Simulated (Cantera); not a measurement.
Input: 1 mol CCl₄, 1.3 mol CH₄, 14 mol H₂, 0.34 mol Si, at 0.900 Torr.

Method: chemical equilibrium by Gibbs-energy minimisation in Cantera with the NASA 1993 tables (ideal gas, pure condensed phases). Candidate condensed phases: C, C₆H₆, C₇H₈, C₈H₁₈, Si, SiC; 109 gas species. The tables' values for SiCl, SiCl₃ are old estimates; treat these amounts as uncertain. Kinetics and transport are ignored.

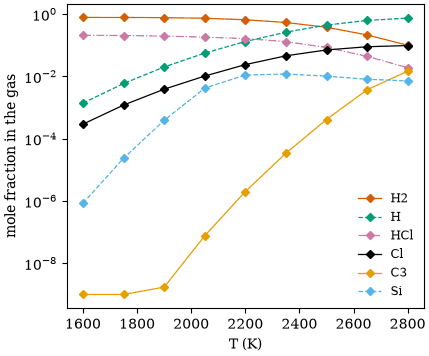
*Equilibrium gas composition (values under 1e-9 drawn at 1e-9)*

Q: Read off the mole fractions at 1600 K.

A: H₂ about 0.79, HCl about 0.21, H about 0.0014, Cl about 0.00029, Si about 8.5e-7.
